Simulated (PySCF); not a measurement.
**C2H7NSi: NMR shifts at several levels of theory, part 1 of 2**

Aim: compute the NMR shifts of C2H7NSi (`C=N[SiH2]C`) at several levels, and see how far they spread and what each costs.

Computed with PySCF 2.14.0, with density-fitted response routines of our own, on a single molecule in the gas phase. Atoms count from 0, in the outputs and in this text.

### Step 1. Starting geometry

11 atoms, charge 0, multiplicity 1; geometry from: PBE0-D3(BJ)/def2-SVP.

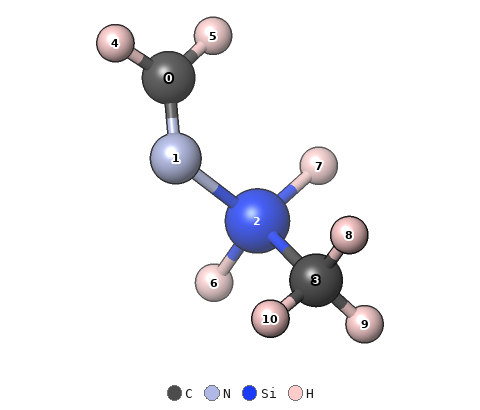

As it starts; carbon dark grey, nitrogen light blue, silicon blue, hydrogen pink, atoms numbered; sticks join atoms by distance.

### Step 2. Shielding tensors: HF/pcSseg-2

Job settings and geometry (Å):

```
{"job": {"kind": "nmr", "xc": "HF", "basis": "pcSseg-2", "pop": false}, "charge": 0, "multiplicity": 1}
C      2.190306     0.242155     0.309636
N      1.145681     0.527023    -0.336349
Si    -0.258594    -0.519923    -0.506808
C     -1.754797     0.383571     0.158143
H      3.026834     0.964314     0.375237
H      2.357882    -0.717564     0.848203
H     -0.418099    -0.799350    -1.964990
H     -0.060095    -1.824960     0.216296
H     -1.649772     0.572382     1.237443
H     -2.670652    -0.206189    -0.001402
H     -1.870782     1.352117    -0.351193
```

Level: GIAO HF/pcSseg-2 NMR shielding, non-relativistic, gas phase.

The run is started by

```sh
$ OMP_NUM_THREADS=1 python probes_run.py task.json out
```

This one command runs all jobs of the session in turn.

The program printed:

```text
final grid: 82944 points
cycle   1  E = -423.1914229983  dE =  2.295e-01  |g| = 4.400e-01  |ddm| = 2.195e+00
cycle   2  E = -423.2419880379  dE = -5.057e-02  |g| = 2.463e-01  |ddm| = 4.104e-01
cycle   3  E = -423.2548043323  dE = -1.282e-02  |g| = 6.941e-02  |ddm| = 1.836e-01
cycle   4  E = -423.2565169718  dE = -1.713e-03  |g| = 1.665e-02  |ddm| = 7.189e-02
cycle   5  E = -423.2566335134  dE = -1.165e-04  |g| = 5.452e-03  |ddm| = 2.061e-02
cycle   6  E = -423.2566576970  dE = -2.418e-05  |g| = 2.524e-03  |ddm| = 1.024e-02
cycle   7  E = -423.2566621740  dE = -4.477e-06  |g| = 9.240e-04  |ddm| = 4.484e-03
cycle   8  E = -423.2566627490  dE = -5.750e-07  |g| = 1.880e-04  |ddm| = 1.722e-03
cycle   9  E = -423.2566627801  dE = -3.111e-08  |g| = 4.471e-05  |ddm| = 4.183e-04
cycle  10  E = -423.2566627817  dE = -1.570e-09  |g| = 1.438e-05  |ddm| = 1.023e-04
cycle  11  E = -423.2566627818  dE = -1.296e-10  |g| = 4.494e-06  |ddm| = 2.658e-05
converged SCF energy = -423.2566627818

GIAO shielding tensors (ppm)
atom      isotropic    diamagn.    paramagn.     s11        s22        s33       span
  0 C       18.726     247.901    -229.174   -102.889     24.836    134.231    237.121
  1 N     -162.958     329.277    -492.235   -569.725   -212.368    293.219    862.944
  2 Si     402.472     875.183    -472.711    361.287    401.497    444.631     83.345
  3 C      193.751     243.002     -49.251    188.196    192.192    200.866     12.670
  4 H       23.422      28.280      -4.858     22.242     22.883     25.141      2.899
  5 H       23.471      30.950      -7.479     20.832     22.658     26.923      6.091
  6 H       27.080      29.619      -2.539     24.694     25.281     31.265      6.571
  7 H       27.308      30.680      -3.372     24.736     25.727     31.461      6.725
  8 H       31.489      31.050       0.439     27.644     28.684     38.139     10.495
  9 H       31.531      29.479       2.052     27.932     27.963     38.698     10.765
 10 H       30.939      30.166       0.773     27.114     27.961     37.742     10.628
```

Run time: 24 s. Hardware: 1 thread of Arm Neoverse N1, shared host; peak memory 0.93 GiB.

Shifts follow as δ = σ(reference) − σ, with reference shieldings (ppm) from runs at the same level and on the same kind of geometry: 1H TMS 31.68, 13C TMS 191.5, 29Si TMS 383.0, 15N NH3 260.7. The references are single molecules in the gas phase, so shifts against H2O, NH3, PH3, H3PO4 or CFCl3 are not on the usual liquid scales and can be off by tens of ppm. Atoms listed in one row are averaged.

| atoms | environment | σ (ppm) | δ (ppm) |
| --- | --- | --- | --- |
| C0 | C=N carbon | 18.7 | 172.7 |
| C3 | methyl carbon bonded to Si | 193.8 | -2.3 |
| H4 | hydrogen on a C=N carbon | 23.42 | 8.26 |
| H5 | hydrogen on a C=N carbon | 23.47 | 8.21 |
| H6, H7 | hydrogen on a silicon bonded to C, N | 27.19 | 4.49 |
| H8, H9, H10 | hydrogen on a methyl carbon bonded to Si | 31.32 | 0.36 |
| N1 | imine nitrogen | -163.0 | 423.7 |
| Si2 | silicon bonded to C, N, 2 H | 402.5 | -19.5 |

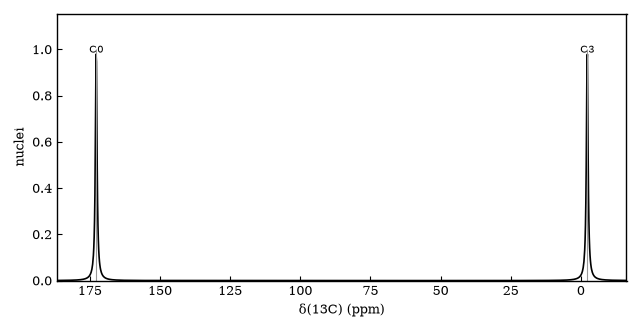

13C lines at the computed shifts, without couplings. Lines are broadened to a width of 0.70 ppm (Lorentzian).

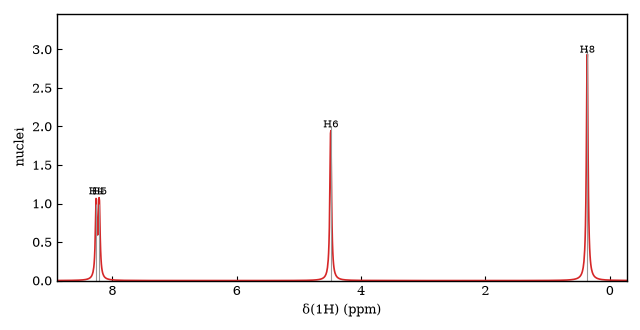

1H lines at the computed shifts, without couplings. Lines are broadened to a width of 0.03 ppm (Lorentzian).

### Step 3. Shielding tensors: LDA/pcSseg-2

The job, as its differences from that of step 2:

```diff
@@ -1,2 +1,2 @@
-{"job": {"kind": "nmr", "xc": "HF", "basis": "pcSseg-2", "pop": false}, "charge": 0, "multiplicity": 1}
+{"job": {"kind": "nmr", "xc": "LDA", "basis": "pcSseg-2", "pop": false}, "charge": 0, "multiplicity": 1}
 C      2.190306     0.242155     0.309636
```

Method: GIAO LDA/pcSseg-2 NMR shielding, non-relativistic, gas phase.

The program printed:

```text
coarse grid: 9200 points
cycle   1  E = -422.2640008667  dE =  9.203e-02  |g| = 6.316e-01  |ddm| = 2.333e+00
cycle   2  E = -421.9188248086  dE =  3.452e-01  |g| = 1.306e+00  |ddm| = 1.908e+00
cycle   3  E = -422.3351224128  dE = -4.163e-01  |g| = 3.352e-01  |ddm| = 1.606e+00
cycle   4  E = -422.3599424041  dE = -2.482e-02  |g| = 5.948e-02  |ddm| = 1.983e-01
cycle   5  E = -422.3608178754  dE = -8.755e-04  |g| = 1.588e-02  |ddm| = 5.642e-02
cycle   6  E = -422.3608842689  dE = -6.639e-05  |g| = 5.009e-03  |ddm| = 1.841e-02
cycle   7  E = -422.3608900632  dE = -5.794e-06  |g| = 1.405e-03  |ddm| = 5.186e-03
final grid: 82944 points
cycle   8  E = -422.3625005081  dE = -5.023e-05  |g| = 4.093e-03  |ddm| = 2.194e-02
cycle   9  E = -422.3624930591  dE =  7.449e-06  |g| = 6.722e-03  |ddm| = 9.700e-03
cycle  10  E = -422.3625042473  dE = -1.119e-05  |g| = 1.202e-03  |ddm| = 6.859e-03
cycle  11  E = -422.3625044805  dE = -2.333e-07  |g| = 5.605e-04  |ddm| = 9.330e-04
cycle  12  E = -422.3625045531  dE = -7.252e-08  |g| = 5.827e-05  |ddm| = 3.330e-04
cycle  13  E = -422.3625045538  dE = -7.112e-10  |g| = 2.129e-05  |ddm| = 6.440e-05
converged SCF energy = -422.3625045538

GIAO shielding tensors (ppm)
atom      isotropic    diamagn.    paramagn.     s11        s22        s33       span
  0 C       -7.081     250.382    -257.463    -96.418    -35.727    110.902    207.320
  1 N     -189.902     327.155    -517.057   -613.116   -221.730    265.142    878.258
  2 Si     318.691     879.865    -561.174    255.871    318.344    381.858    125.988
  3 C      185.638     246.036     -60.398    176.703    186.148    194.063     17.360
  4 H       21.863      28.247      -6.384     21.008     21.975     22.606      1.599
  5 H       21.545      29.568      -8.024     20.082     21.446     23.105      3.023
  6 H       25.285      28.609      -3.323     23.259     23.610     28.988      5.729
  7 H       25.669      29.252      -3.583     23.212     24.238     29.557      6.345
  8 H       30.545      30.118       0.427     26.745     27.945     36.945     10.200
  9 H       30.617      29.027       1.590     27.106     27.259     37.487     10.381
 10 H       29.961      29.428       0.532     26.204     27.203     36.475     10.271
```

Run time: 39 s. Hardware: 1 thread of Arm Neoverse N1, shared host; peak memory 0.8 GiB.

This run: δ C0 187.4, C3 -5.4, N1 456.6, Si2 -15.6, H5 9.23, H4 8.91 ppm.

### Step 4. Shielding tensors: PBE/pcSseg-2

The job, as its differences from that of step 3:

```diff
@@ -1,2 +1,2 @@
-{"job": {"kind": "nmr", "xc": "LDA", "basis": "pcSseg-2", "pop": false}, "charge": 0, "multiplicity": 1}
+{"job": {"kind": "nmr", "xc": "PBE", "basis": "pcSseg-2", "pop": false}, "charge": 0, "multiplicity": 1}
 C      2.190306     0.242155     0.309636
```

Method: GIAO PBE/pcSseg-2 NMR shielding, non-relativistic, gas phase.

The program printed:

```text
coarse grid: 9200 points
cycle   1  E = -424.3018896046  dE =  9.469e-02  |g| = 6.134e-01  |ddm| = 2.262e+00
cycle   2  E = -423.9815399292  dE =  3.203e-01  |g| = 1.262e+00  |ddm| = 1.907e+00
cycle   3  E = -424.3699523378  dE = -3.884e-01  |g| = 3.184e-01  |ddm| = 1.602e+00
cycle   4  E = -424.3929526757  dE = -2.300e-02  |g| = 5.302e-02  |ddm| = 1.917e-01
cycle   5  E = -424.3936623463  dE = -7.097e-04  |g| = 1.429e-02  |ddm| = 5.295e-02
cycle   6  E = -424.3937185555  dE = -5.621e-05  |g| = 3.839e-03  |ddm| = 1.620e-02
cycle   7  E = -424.3937219157  dE = -3.360e-06  |g| = 1.239e-03  |ddm| = 4.231e-03
final grid: 82944 points
cycle   8  E = -424.4040689259  dE = -6.956e-05  |g| = 1.093e-02  |ddm| = 2.954e-02
cycle   9  E = -424.4040149038  dE =  5.402e-05  |g| = 1.826e-02  |ddm| = 2.453e-02
cycle  10  E = -424.4040944790  dE = -7.958e-05  |g| = 4.037e-03  |ddm| = 1.745e-02
cycle  11  E = -424.4040980561  dE = -3.577e-06  |g| = 6.837e-04  |ddm| = 2.487e-03
cycle  12  E = -424.4040981617  dE = -1.055e-07  |g| = 1.120e-04  |ddm| = 5.264e-04
cycle  13  E = -424.4040981649  dE = -3.249e-09  |g| = 2.689e-05  |ddm| = 1.430e-04
cycle  14  E = -424.4040981651  dE = -2.203e-10  |g| = 4.434e-06  |ddm| = 3.029e-05
converged SCF energy = -424.4040981651

GIAO shielding tensors (ppm)
atom      isotropic    diamagn.    paramagn.     s11        s22        s33       span
  0 C        1.466     250.244    -248.778    -90.667    -15.745    110.810    201.477
  1 N     -168.472     327.055    -495.527   -560.750   -207.382    262.716    823.466
  2 Si     341.348     879.453    -538.105    285.096    341.179    397.769    112.673
  3 C      183.726     244.929     -61.203    176.199    183.756    191.224     15.025
  4 H       22.417      28.375      -5.958     21.547     22.632     23.071      1.524
  5 H       22.126      30.047      -7.921     20.436     21.921     24.021      3.585
  6 H       25.960      29.296      -3.335     23.911     24.296     29.675      5.765
  7 H       26.275      30.050      -3.775     23.867     24.819     30.139      6.272
  8 H       30.965      30.505       0.460     27.347     28.444     37.105      9.758
  9 H       31.001      29.107       1.894     27.641     27.766     37.596      9.955
 10 H       30.408      29.708       0.700     26.826     27.735     36.664      9.838
```

It took 49 s on 1 thread of Arm Neoverse N1, shared host; peak memory 0.75 GiB.

This run: δ C0 177.9, C3 -4.3, N1 429.5, Si2 -17.9, H5 9.05, H4 8.76 ppm.

### Step 5. NMR shieldings: BLYP/pcSseg-2

The job, as its differences from that of step 4:

```diff
@@ -1,2 +1,2 @@
-{"job": {"kind": "nmr", "xc": "PBE", "basis": "pcSseg-2", "pop": false}, "charge": 0, "multiplicity": 1}
+{"job": {"kind": "nmr", "xc": "BLYP", "basis": "pcSseg-2", "pop": false}, "charge": 0, "multiplicity": 1}
 C      2.190306     0.242155     0.309636
```

Method: GIAO BLYP/pcSseg-2 NMR shielding, non-relativistic, gas phase.

The program printed:

```text
coarse grid: 9200 points
cycle   1  E = -424.5579478257  dE =  9.821e-02  |g| = 6.616e-01  |ddm| = 2.258e+00
cycle   2  E = -424.1722873838  dE =  3.857e-01  |g| = 1.375e+00  |ddm| = 2.208e+00
cycle   3  E = -424.6354118398  dE = -4.631e-01  |g| = 3.411e-01  |ddm| = 1.904e+00
cycle   4  E = -424.6616788676  dE = -2.627e-02  |g| = 6.187e-02  |ddm| = 2.114e-01
cycle   5  E = -424.6626401173  dE = -9.612e-04  |g| = 1.714e-02  |ddm| = 6.177e-02
cycle   6  E = -424.6627207065  dE = -8.059e-05  |g| = 4.010e-03  |ddm| = 1.870e-02
cycle   7  E = -424.6627243686  dE = -3.662e-06  |g| = 1.376e-03  |ddm| = 4.672e-03
final grid: 82944 points
cycle   8  E = -424.6766157522  dE = -5.742e-05  |g| = 7.757e-03  |ddm| = 2.787e-02
cycle   9  E = -424.6765899252  dE =  2.583e-05  |g| = 1.264e-02  |ddm| = 1.773e-02
cycle  10  E = -424.6766287837  dE = -3.886e-05  |g| = 2.710e-03  |ddm| = 1.261e-02
cycle  11  E = -424.6766302676  dE = -1.484e-06  |g| = 6.920e-04  |ddm| = 1.790e-03
cycle  12  E = -424.6766303771  dE = -1.095e-07  |g| = 1.366e-04  |ddm| = 5.164e-04
cycle  13  E = -424.6766303818  dE = -4.608e-09  |g| = 2.632e-05  |ddm| = 1.639e-04
cycle  14  E = -424.6766303820  dE = -2.119e-10  |g| = 4.466e-06  |ddm| = 2.984e-05
converged SCF energy = -424.6766303820

GIAO shielding tensors (ppm)
atom      isotropic    diamagn.    paramagn.     s11        s22        s33       span
  0 C       -0.173     248.616    -248.789    -93.977    -13.002    106.459    200.436
  1 N     -174.245     326.459    -500.704   -564.972   -215.419    257.656    822.628
  2 Si     331.567     878.500    -546.933    276.166    331.340    387.194    111.028
  3 C      178.997     242.763     -63.765    171.521    179.392    186.079     14.558
  4 H       22.727      28.691      -5.965     21.737     22.973     23.470      1.732
  5 H       22.399      30.099      -7.700     20.730     22.187     24.280      3.549
  6 H       26.284      29.360      -3.076     24.235     24.650     29.966      5.731
  7 H       26.595      30.023      -3.428     24.234     25.153     30.398      6.164
  8 H       31.180      30.654       0.526     27.775     28.776     36.989      9.214
  9 H       31.196      29.439       1.757     28.042     28.096     37.448      9.407
 10 H       30.609      29.917       0.692     27.233     28.069     36.524      9.291
```

Wall time 49 s (1 thread of Arm Neoverse N1, shared host); peak memory 0.75 GiB.

In short: δ C0 175.2, C3 -4.0, N1 431.8, Si2 -21.9, H5 8.98, H4 8.65 ppm.

### Step 6. Nuclear shieldings: BP86/pcSseg-2

The job, as its differences from that of step 5:

```diff
@@ -1,2 +1,2 @@
-{"job": {"kind": "nmr", "xc": "BLYP", "basis": "pcSseg-2", "pop": false}, "charge": 0, "multiplicity": 1}
+{"job": {"kind": "nmr", "xc": "BP86", "basis": "pcSseg-2", "pop": false}, "charge": 0, "multiplicity": 1}
 C      2.190306     0.242155     0.309636
```

With the program's defaults for keys left out, this is: GIAO BP86/pcSseg-2 NMR shielding, non-relativistic, gas phase.

The program printed:

```text
coarse grid: 9200 points
cycle   1  E = -424.6632761238  dE =  9.466e-02  |g| = 6.117e-01  |ddm| = 2.253e+00
cycle   2  E = -424.3498977048  dE =  3.134e-01  |g| = 1.255e+00  |ddm| = 1.754e+00
cycle   3  E = -424.7309973663  dE = -3.811e-01  |g| = 3.131e-01  |ddm| = 1.463e+00
cycle   4  E = -424.7533653333  dE = -2.237e-02  |g| = 5.198e-02  |ddm| = 1.878e-01
cycle   5  E = -424.7540515283  dE = -6.862e-04  |g| = 1.391e-02  |ddm| = 5.148e-02
cycle   6  E = -424.7541044989  dE = -5.297e-05  |g| = 3.916e-03  |ddm| = 1.555e-02
cycle   7  E = -424.7541080378  dE = -3.539e-06  |g| = 1.226e-03  |ddm| = 4.306e-03
final grid: 82944 points
cycle   8  E = -424.7648781105  dE = -6.715e-05  |g| = 5.897e-03  |ddm| = 2.754e-02
cycle   9  E = -424.7648640302  dE =  1.408e-05  |g| = 9.349e-03  |ddm| = 1.253e-02
cycle  10  E = -424.7648855813  dE = -2.155e-05  |g| = 1.856e-03  |ddm| = 8.841e-03
cycle  11  E = -424.7648861693  dE = -5.880e-07  |g| = 8.774e-04  |ddm| = 1.463e-03
cycle  12  E = -424.7648863341  dE = -1.648e-07  |g| = 6.469e-05  |ddm| = 4.987e-04
cycle  13  E = -424.7648863348  dE = -6.929e-10  |g| = 2.367e-05  |ddm| = 7.991e-05
converged SCF energy = -424.7648863348

GIAO shielding tensors (ppm)
atom      isotropic    diamagn.    paramagn.     s11        s22        s33       span
  0 C        2.024     250.111    -248.087    -90.139    -14.435    110.646    200.785
  1 N     -165.232     326.470    -491.703   -552.773   -205.713    262.789    815.561
  2 Si     340.762     879.363    -538.601    285.315    340.615    396.356    111.041
  3 C      183.444     245.020     -61.576    176.210    183.248    190.873     14.664
  4 H       22.516      28.386      -5.870     21.650     22.723     23.174      1.524
  5 H       22.212      30.120      -7.908     20.509     21.956     24.170      3.661
  6 H       26.029      29.290      -3.261     23.963     24.371     29.755      5.792
  7 H       26.338      30.060      -3.723     23.935     24.867     30.212      6.277
  8 H       31.023      30.576       0.447     27.430     28.531     37.108      9.678
  9 H       31.066      29.205       1.861     27.734     27.852     37.613      9.879
 10 H       30.478      29.786       0.692     26.921     27.825     36.687      9.766
```

It took 47 s on 1 thread of Arm Neoverse N1, shared host; peak memory 0.75 GiB.

This run: δ C0 177.1, C3 -4.3, N1 424.5, Si2 -18.7, H5 9.02, H4 8.72 ppm.

### Step 7. Nuclear shieldings: OPBE/pcSseg-2

The job, as its differences from that of step 6:

```diff
@@ -1,2 +1,2 @@
-{"job": {"kind": "nmr", "xc": "BP86", "basis": "pcSseg-2", "pop": false}, "charge": 0, "multiplicity": 1}
+{"job": {"kind": "nmr", "xc": "OPBE", "basis": "pcSseg-2", "pop": false}, "charge": 0, "multiplicity": 1}
 C      2.190306     0.242155     0.309636
```

Level: GIAO OPBE/pcSseg-2 NMR shielding, non-relativistic, gas phase.

The program printed:

```text
coarse grid: 9200 points
cycle   1  E = -424.5480152918  dE =  7.297e-02  |g| = 5.519e-01  |ddm| = 2.287e+00
cycle   2  E = -424.2911614211  dE =  2.569e-01  |g| = 1.132e+00  |ddm| = 1.797e+00
cycle   3  E = -424.6074577163  dE = -3.163e-01  |g| = 2.750e-01  |ddm| = 1.466e+00
cycle   4  E = -424.6252143083  dE = -1.776e-02  |g| = 4.591e-02  |ddm| = 1.677e-01
cycle   5  E = -424.6257405581  dE = -5.262e-04  |g| = 1.136e-02  |ddm| = 4.490e-02
cycle   6  E = -424.6257793509  dE = -3.879e-05  |g| = 3.041e-03  |ddm| = 1.388e-02
cycle   7  E = -424.6257813858  dE = -2.035e-06  |g| = 1.083e-03  |ddm| = 3.308e-03
final grid: 82944 points
cycle   8  E = -424.6252493114  dE = -2.092e-04  |g| = 1.095e-02  |ddm| = 5.187e-02
cycle   9  E = -424.6252240445  dE =  2.527e-05  |g| = 1.358e-02  |ddm| = 1.890e-02
cycle  10  E = -424.6252723941  dE = -4.835e-05  |g| = 1.954e-03  |ddm| = 1.291e-02
cycle  11  E = -424.6252729602  dE = -5.661e-07  |g| = 9.047e-04  |ddm| = 1.489e-03
cycle  12  E = -424.6252731398  dE = -1.797e-07  |g| = 2.443e-04  |ddm| = 7.002e-04
cycle  13  E = -424.6252731528  dE = -1.292e-08  |g| = 4.512e-05  |ddm| = 1.988e-04
cycle  14  E = -424.6252731533  dE = -5.525e-10  |g| = 6.855e-06  |ddm| = 4.897e-05
converged SCF energy = -424.6252731533

GIAO shielding tensors (ppm)
atom      isotropic    diamagn.    paramagn.     s11        s22        s33       span
  0 C       11.017     252.457    -241.440    -80.054     -4.135    117.239    197.293
  1 N     -142.165     328.610    -470.775   -512.064   -183.398    268.967    781.031
  2 Si     370.551     880.652    -510.102    319.587    370.137    421.928    102.341
  3 C      188.165     246.800     -58.636    181.698    187.720    195.075     13.377
  4 H       22.381      28.022      -5.641     21.645     22.534     22.964      1.319
  5 H       22.186      30.341      -8.155     20.323     21.911     24.323      4.000
  6 H       26.078      29.761      -3.684     24.027     24.373     29.833      5.806
  7 H       26.349      30.795      -4.446     23.935     24.850     30.262      6.327
  8 H       30.968      30.538       0.430     27.221     28.358     37.325     10.104
  9 H       31.009      28.610       2.398     27.513     27.704     37.809     10.296
 10 H       30.456      29.530       0.926     26.745     27.678     36.946     10.201
```

It took 49 s on 1 thread of Arm Neoverse N1, shared host; peak memory 0.75 GiB.

This run: δ C0 173.4, C3 -3.7, N1 405.0, Si2 -15.0, H5 9.01, H4 8.82 ppm.

### Step 8. Nuclear shieldings: KT2/pcSseg-2

The job, as its differences from that of step 7:

```diff
@@ -1,2 +1,2 @@
-{"job": {"kind": "nmr", "xc": "OPBE", "basis": "pcSseg-2", "pop": false}, "charge": 0, "multiplicity": 1}
+{"job": {"kind": "nmr", "xc": "KT2", "basis": "pcSseg-2", "pop": false}, "charge": 0, "multiplicity": 1}
 C      2.190306     0.242155     0.309636
```

Level: GIAO KT2/pcSseg-2 NMR shielding, non-relativistic, gas phase.

The program printed:

```text
coarse grid: 9200 points
cycle   1  E = -429.4291390633  dE =  1.071e-01  |g| = 5.680e-01  |ddm| = 2.180e+00
cycle   2  E = -429.1369458075  dE =  2.922e-01  |g| = 1.189e+00  |ddm| = 1.740e+00
cycle   3  E = -429.4963724018  dE = -3.594e-01  |g| = 2.545e-01  |ddm| = 1.436e+00
cycle   4  E = -429.5117973893  dE = -1.542e-02  |g| = 5.068e-02  |ddm| = 1.717e-01
cycle   5  E = -429.5124328073  dE = -6.354e-04  |g| = 1.148e-02  |ddm| = 4.711e-02
cycle   6  E = -429.5124705526  dE = -3.775e-05  |g| = 3.362e-03  |ddm| = 1.463e-02
cycle   7  E = -429.5124732172  dE = -2.665e-06  |g| = 9.902e-04  |ddm| = 3.675e-03
final grid: 82944 points
cycle   8  E = -429.5349766344  dE = -2.407e-04  |g| = 1.313e-02  |ddm| = 8.451e-02
cycle   9  E = -429.5349537339  dE =  2.290e-05  |g| = 1.417e-02  |ddm| = 1.784e-02
cycle  10  E = -429.5349941464  dE = -4.041e-05  |g| = 4.085e-03  |ddm| = 1.439e-02
cycle  11  E = -429.5349971535  dE = -3.007e-06  |g| = 2.029e-03  |ddm| = 4.149e-03
cycle  12  E = -429.5349981565  dE = -1.003e-06  |g| = 1.827e-04  |ddm| = 1.292e-03
cycle  13  E = -429.5349981632  dE = -6.695e-09  |g| = 5.774e-05  |ddm| = 1.716e-04
cycle  14  E = -429.5349981642  dE = -1.031e-09  |g| = 6.565e-06  |ddm| = 6.819e-05
cycle  15  E = -429.5349981642  dE = -1.319e-11  |g| = 1.330e-06  |ddm| = 8.465e-06
converged SCF energy = -429.5349981642

GIAO shielding tensors (ppm)
atom      isotropic    diamagn.    paramagn.     s11        s22        s33       span
  0 C       15.498     250.500    -235.002    -71.753      4.767    113.480    185.233
  1 N     -137.249     325.222    -462.471   -494.102   -179.812    262.167    756.270
  2 Si     368.600     881.470    -512.869    315.020    367.901    422.881    107.861
  3 C      186.174     245.380     -59.205    178.502    186.310    193.710     15.208
  4 H       22.738      27.864      -5.126     21.604     22.848     23.763      2.159
  5 H       22.444      30.248      -7.804     20.686     21.858     24.787      4.101
  6 H       26.021      29.138      -3.117     23.837     24.402     29.824      5.986
  7 H       26.327      29.910      -3.583     23.897     24.892     30.192      6.295
  8 H       30.969      30.575       0.394     27.284     28.432     37.191      9.908
  9 H       31.013      29.085       1.928     27.566     27.741     37.732     10.166
 10 H       30.431      29.770       0.660     26.792     27.750     36.749      9.957
```

Wall time 52 s (1 thread of Arm Neoverse N1, shared host); peak memory 0.75 GiB.

In short: δ C0 166.8, C3 -3.9, N1 397.4, Si2 -17.6, H5 8.73, H4 8.44 ppm.

(Continued in part 2 of 2.)
